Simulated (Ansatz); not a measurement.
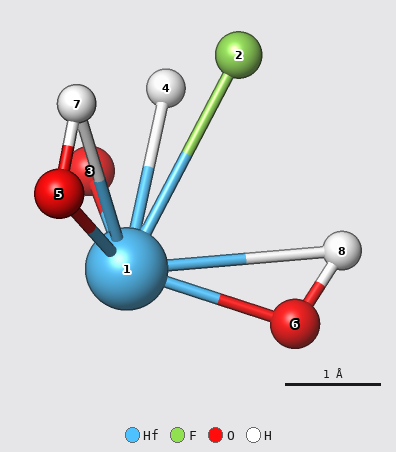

The structure as given in the input (ball-and-stick view, seen at a tilt; atoms are numbered from 1 in the order of the input). Sticks mark near contacts. Bond lengths as drawn: F–Hf 2.54 Å, Hf–O 1.81 to 1.87 Å, H–Hf 2.18 to 2.32 Å and H–O 0.97 Å.

**Run report: HfH3O3F, geometry relaxation (part 1 of 2)**

HfH3O3F, computed with UKS PBE-D4/def2-SVP (Ansatz 0.2.0).

The input holds or restrains some coordinates. It belongs to a series of runs on one base structure; here: pulled along the bonds that form and break, towards end B. Figures and captions count atoms from 1; the log counts them from 0 in places.

**The input**
```yaml
crystal:
  periodic: [false, false, false]
  atoms:
    - { symbol: Hf, position_ang: [-0.7949, 0.6066, 0.3022] }
    - { symbol: F, position_ang: [1.1012, -0.884, -0.5087] }
    - { symbol: O, position_ang: [-1.0168, -0.139, -1.3368] }
    - { symbol: H, position_ang: [0.1144, -0.6988, -1.1844] }
    - { symbol: O, position_ang: [0.5789, 1.8709, 0.2259] }
    - { symbol: O, position_ang: [-0.8781, -0.741, 1.5951] }
    - { symbol: H, position_ang: [1.2722, 1.4658, -0.315] }
    - { symbol: H, position_ang: [-0.3769, -1.4805, 1.2216] }
magnetization:
  spin_polarized: true
basis:
  gaussian: { orbitals: def2-SVP }
hamiltonian:
  xc: pbe
  dispersion: d4
relax:
  f_tol: 0.15
  max_steps: 25
  restrain:
    - { distance: [3, 1], at: 0.88, k: 30.0 }
    - { distance: [0, 1], at: 3.62, k: 30.0 }
    - { distance: [3, 2], at: 2.27, k: 30.0 }
output:
  orbitals: {}
```

Hardware: 4 threads of Arm Neoverse N1, 16 GiB of memory available, shared host.

Launch command:
```bash
ansatz run input.yaml --threads 4 --pin off --max-ram 5120MiB --backend cpu --events-out ev --progress --plain --runs-dir out
```

**What the program printed**
```
The last accepted step is kept in [file] (removed where the run ends without a failure and the disk answers)
Engine: ansatz 0.2.0, aarch64-unknown-linux-gnu
Functional definition: PBE
  parameter kappa = 0.804
  parameter beta = 0.06672455060314922
  exchange = pbe_x(kappa = kappa, mu = beta*pi^2/3)
  correlation = pbe_c(beta = beta)
1065 factors; their error is unknown
mean field evaluation 1: about -10182.2668 eV, gradient 7.5e1 eV
mean field evaluation 2: about -9927.1788 eV, gradient 2.3e2 eV
mean field evaluation 4: about -10197.9891 eV, gradient 3.4e1 eV
mean field evaluation 8: about -10202.1218 eV, gradient 4.3e-1 eV
mean field evaluation 16: about -10202.0554 eV, gradient 1.5e-4 eV
mean field -10202.05539671 eV, -374.9186206275 hartree, gradient 5.7e-5 eV, S^2 0.000000; 0 other end points of the search recorded, 0 dependent functions left out
the calculation of the forces begins
reference -10202.05546077 eV, -374.9186229817 hartree; 24, 24 occupied and 79, 79 virtual orbitals, 1065 factors
relax step   1: F+E_penalty+E_count = -10202.19537910 eV  Δ(F+E_penalty+E_count) = +0.000e0 eV  max|allowed force component| = 2.673e0 eV/Å  E_restraint = 33.94609016 eV  max|allowed force component, restraints' pulls added| = 3.463e1 eV/Å  Δτ_max = 0.0000 Å  (32 SCF iters, accepted)
  distance H 3 - F 1 = 1.2102 Å
  distance Hf 0 - F 1 = 2.5445 Å
  distance H 3 - O 2 = 1.2713 Å
these checks for a lower state are left out or cut short: starts, cluster_reference, orbital_swaps, neighbouring_geometries, increment
1065 factors; their error is unknown
mean field -10202.18897118 eV, -374.9235293987 hartree, gradient 1.5e-5 eV, S^2 0.000000; 0 other end points of the search recorded, 0 dependent functions left out
[... from here on the field's lines of each further geometry are left out, up to the last ...]
relax step   2: F+E_penalty+E_count = -10202.32611002 eV  Δ(F+E_penalty+E_count) = -1.307e-1 eV  max|allowed force component| = 2.449e0 eV/Å  E_restraint = 16.24678022 eV  max|allowed force component, restraints' pulls added| = 2.633e1 eV/Å  Δτ_max = 0.1950 Å  (43 SCF iters, accepted)
relax step   3: F+E_penalty+E_count = -10202.39708318 eV  Δ(F+E_penalty+E_count) = -7.097e-2 eV  max|allowed force component| = 2.789e0 eV/Å  E_restraint = 5.17389567 eV  max|allowed force component, restraints' pulls added| = 1.266e1 eV/Å  Δτ_max = 0.1949 Å  (39 SCF iters, accepted)
relax step   4: F+E_penalty+E_count = -10202.28177018 eV  Δ(F+E_penalty+E_count) = +1.153e-1 eV  max|allowed force component| = 2.772e0 eV/Å  E_restraint = 0.25694415 eV  max|allowed force component, restraints' pulls added| = 4.413e0 eV/Å  Δτ_max = 0.1943 Å  (39 SCF iters, accepted)
relax step   5: F+E_penalty+E_count = -10202.41134686 eV  Δ(F+E_penalty+E_count) = -1.296e-1 eV  max|allowed force component| = 7.274e-1 eV/Å  E_restraint = 0.06648629 eV  max|allowed force component, restraints' pulls added| = 9.886e-1 eV/Å  Δτ_max = 0.2000 Å  (39 SCF iters, accepted)
relax step   6: F+E_penalty+E_count = -10202.42356231 eV  Δ(F+E_penalty+E_count) = -1.222e-2 eV  max|allowed force component| = 1.266e0 eV/Å  E_restraint = 0.02930590 eV  max|allowed force component, restraints' pulls added| = 4.429e-1 eV/Å  Δτ_max = 0.1998 Å  (40 SCF iters, accepted)
relax step   7: F+E_penalty+E_count = -10202.45035127 eV  Δ(F+E_penalty+E_count) = -2.679e-2 eV  max|allowed force component| = 7.466e-1 eV/Å  E_restraint = 0.04093440 eV  max|allowed force component, restraints' pulls added| = 8.180e-1 eV/Å  Δτ_max = 0.1958 Å  (40 SCF iters, accepted)
relax step   8: F+E_penalty+E_count = -10202.45390877 eV  Δ(F+E_penalty+E_count) = -3.557e-3 eV  max|allowed force component| = 1.311e0 eV/Å  E_restraint = 0.02792004 eV  max|allowed force component, restraints' pulls added| = 1.705e-1 eV/Å  Δτ_max = 0.0611 Å  (34 SCF iters, accepted)
relax step   9: F+E_penalty+E_count = -10202.46659850 eV  Δ(F+E_penalty+E_count) = -1.269e-2 eV  max|allowed force component| = 1.279e0 eV/Å  E_restraint = 0.02656504 eV  max|allowed force component, restraints' pulls added| = 2.075e-1 eV/Å  Δτ_max = 0.0962 Å  (33 SCF iters, accepted)
relax step  10: F+E_penalty+E_count = -10202.48465458 eV  Δ(F+E_penalty+E_count) = -1.806e-2 eV  max|allowed force component| = 1.197e0 eV/Å  E_restraint = 0.02622996 eV  max|allowed force component, restraints' pulls added| = 2.795e-1 eV/Å  Δτ_max = 0.1722 Å  (39 SCF iters, accepted)
relax step  11: F+E_penalty+E_count = -10202.51212227 eV  Δ(F+E_penalty+E_count) = -2.747e-2 eV  max|allowed force component| = 4.423e-1 eV/Å  E_restraint = 0.05346678 eV  max|allowed force component, restraints' pulls added| = 1.259e0 eV/Å  Δτ_max = 0.2000 Å  (39 SCF iters, accepted)
relax step  12: F+E_penalty+E_count = -10202.51876331 eV  Δ(F+E_penalty+E_count) = -6.641e-3 eV  max|allowed force component| = 9.129e-1 eV/Å  E_restraint = 0.02924200 eV  max|allowed force component, restraints' pulls added| = 4.040e-1 eV/Å  Δτ_max = 0.1335 Å  (39 SCF iters, accepted)
relax step  13: F+E_penalty+E_count = -10202.54679643 eV  Δ(F+E_penalty+E_count) = -2.803e-2 eV  max|allowed force component| = 1.042e0 eV/Å  E_restraint = 0.02819040 eV  max|allowed force component, restraints' pulls added| = 5.843e-1 eV/Å  Δτ_max = 0.1920 Å  (38 SCF iters, accepted)
relax step  14: F+E_penalty+E_count = -10202.59618937 eV  Δ(F+E_penalty+E_count) = -4.939e-2 eV  max|allowed force component| = 4.188e-1 eV/Å  E_restraint = 0.07785551 eV  max|allowed force component, restraints' pulls added| = 1.554e0 eV/Å  Δτ_max = 0.1973 Å  (40 SCF iters, rejected (line search))
relax step  15: F+E_penalty+E_count = -10202.58558954 eV  Δ(F+E_penalty+E_count) = -3.879e-2 eV  max|allowed force component| = 7.456e-1 eV/Å  E_restraint = 0.03899587 eV  max|allowed force component, restraints' pulls added| = 3.915e-1 eV/Å  Δτ_max = 0.0972 Å  (34 SCF iters, accepted)
relax step  16: F+E_penalty+E_count = -10202.59932370 eV  Δ(F+E_penalty+E_count) = -1.373e-2 eV  max|allowed force component| = 8.067e-1 eV/Å  E_restraint = 0.03544784 eV  max|allowed force component, restraints' pulls added| = 2.855e-1 eV/Å  Δτ_max = 0.0996 Å  (34 SCF iters, accepted)
relax step  17: F+E_penalty+E_count = -10202.61331102 eV  Δ(F+E_penalty+E_count) = -1.399e-2 eV  max|allowed force component| = 9.015e-1 eV/Å  E_restraint = 0.03336048 eV  max|allowed force component, restraints' pulls added| = 3.692e-1 eV/Å  Δτ_max = 0.1452 Å  (33 SCF iters, accepted)
relax step  18: F+E_penalty+E_count = -10202.61041699 eV  Δ(F+E_penalty+E_count) = +2.894e-3 eV  max|allowed force component| = 1.127e0 eV/Å  E_restraint = 0.02915007 eV  max|allowed force component, restraints' pulls added| = 6.243e-1 eV/Å  Δτ_max = 0.1951 Å  (39 SCF iters, accepted)
relax step  19: F+E_penalty+E_count = -10202.62574950 eV  Δ(F+E_penalty+E_count) = -1.533e-2 eV  max|allowed force component| = 1.187e0 eV/Å  E_restraint = 0.03109892 eV  max|allowed force component, restraints' pulls added| = 2.167e-1 eV/Å  Δτ_max = 0.1999 Å  (39 SCF iters, accepted)
relax step  20: F+E_penalty+E_count = -10202.63642788 eV  Δ(F+E_penalty+E_count) = -1.068e-2 eV  max|allowed force component| = 1.067e0 eV/Å  E_restraint = 0.03626286 eV  max|allowed force component, restraints' pulls added| = 2.872e-1 eV/Å  Δτ_max = 0.0643 Å  (34 SCF iters, accepted)
relax step  21: F+E_penalty+E_count = -10202.62675012 eV  Δ(F+E_penalty+E_count) = +9.678e-3 eV  max|allowed force component| = 1.335e0 eV/Å  E_restraint = 0.02894653 eV  max|allowed force component, restraints' pulls added| = 1.469e-1 eV/Å  Δτ_max = 0.0975 Å  (39 SCF iters, rejected (line search))
the calculation of the forces begins
reference -10202.48593890 eV, -374.9344427614 hartree; 24, 24 occupied and 79, 79 virtual orbitals, 1065 factors
relax step  22: F+E_penalty+E_count = -10202.63523211 eV  Δ(F+E_penalty+E_count) = +1.196e-3 eV  max|allowed force component| = 1.229e0 eV/Å  E_restraint = 0.03116221 eV  max|allowed force component, restraints' pulls added| = 6.532e-2 eV/Å  Δτ_max = 0.0487 Å  (35 SCF iters, accepted)
  distance H 3 - F 1 = 0.9228 Å
  distance Hf 0 - F 1 = 3.6245 Å
  distance H 3 - O 2 = 2.2550 Å
1065 factors; their error is unknown
mean field evaluation 192: about -10202.5575 eV, gradient 1.4e-1 eV
```

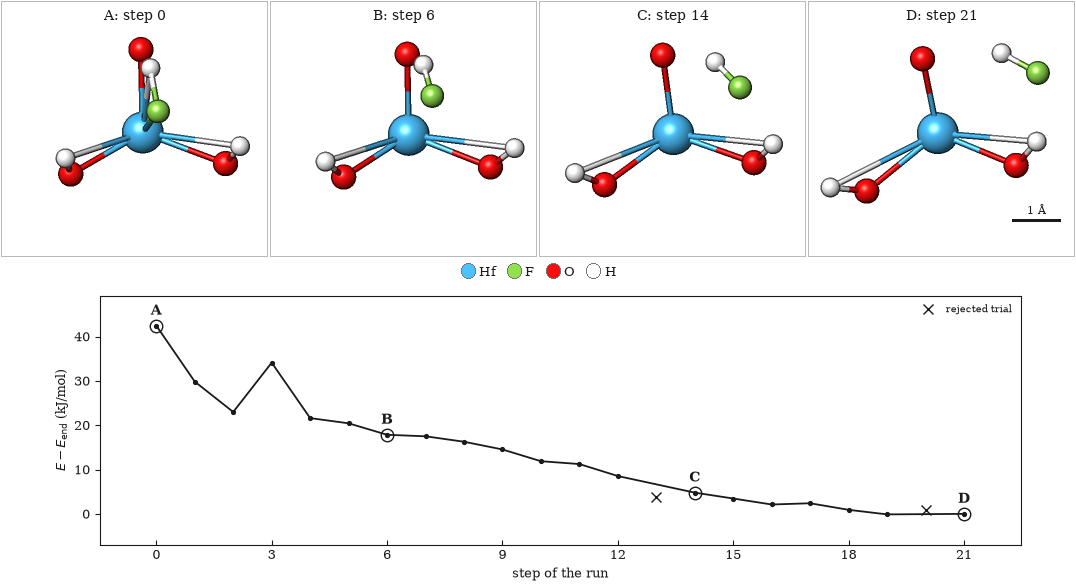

Frames of the restrained relaxation (ball-and-stick view, seen at a tilt) above the curves, on which the letters mark them (the first geometry is step 0 here and step 1 in the log).

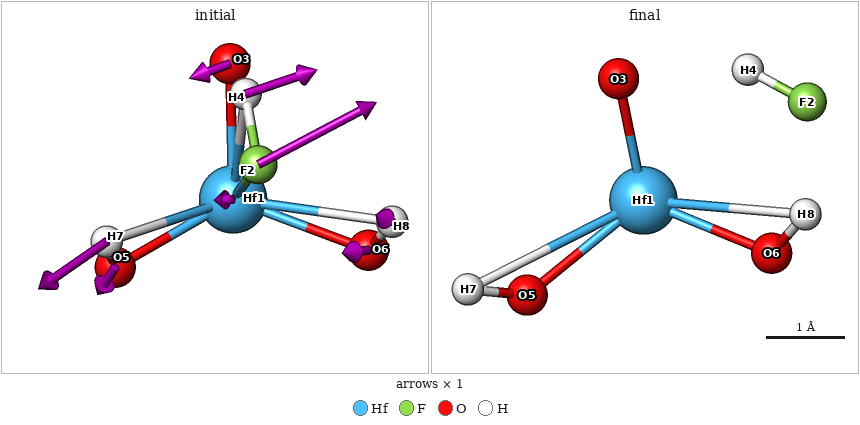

Before (left) and after (right) the restrained relaxation, at one scale (ball-and-stick view, seen at a tilt). The pink arrows give the displacements, at true length. Over 21 geometry steps the energy falls by 42.4 kJ/mol. Largest force component: 2.7 eV/Å at the start, 1.2 eV/Å at the end. The line search rejected the trial steps at points 13, 20 (counted from 0) and went back. F2 moves most after the best rigid fit: 1.73 Å. Largest moves by element: F 1.73 Å, H 1.31 Å, O 0.61 Å, Hf 0.31 Å. Among the contacts that change: Hf1–F2 2.545 → 3.625 Å, Hf1–H4 2.177 → 3.188 Å, Hf1–H7 2.322 → 2.721 Å, F2–H4 1.210 → 0.923 Å. New bonds form: F2–H4 (1.21 → 0.92 Å). Bonds break: Hf1–F2 (2.54 → 3.62 Å), Hf1–H4 (2.18 → 3.19 Å). Among the angles that change: Hf1–O5–H7 105.4° → 132.6°, Hf1–H7–O5 50.9° → 32.1°, Hf1–O6–H8 105.1° → 120.1°. (Atoms are counted from 1 in the order of the input.)

```
mean field -10202.48587590 eV, -374.9344404460 hartree, gradient 1.4e-5 eV, S^2 0.000000; 1 other end points of the search recorded, 0 dependent functions left out
the calculation of the forces begins
reference -10202.48593890 eV, -374.9344427614 hartree; 24, 24 occupied and 79, 79 virtual orbitals, 1065 factors
Total energy: -10202.63529512 eV, -374.9399315009 hartree
Atom 0 at    -0.945653     0.815843     0.251776 Å, force    -0.024582     0.100686     0.062994 eV/Å
Atom 1 at     0.546320    -2.382377    -0.574477 Å, force     0.363991    -0.945859     0.769471 eV/Å
Atom 2 at    -0.659058     0.284783    -1.443530 Å, force     0.192444    -0.400320     0.024773 eV/Å
Atom 3 at     0.296126    -1.742194    -1.190230 Å, force    -0.502726     1.229322    -0.842409 eV/Å
Atom 4 at     0.197586     2.380960     0.591418 Å, force    -0.007840    -0.007313     0.002553 eV/Å
Atom 5 at    -0.357654    -0.685025     1.358323 Å, force     0.007843     0.022577    -0.005808 eV/Å
Atom 6 at     0.891696     2.814476     0.068207 Å, force    -0.015669    -0.012919     0.000390 eV/Å
Atom 7 at     0.030637    -1.486466     0.938413 Å, force    -0.013459     0.013825    -0.011964 eV/Å
Dipole moment:    -0.628100     0.479349     0.138886 e Å
```
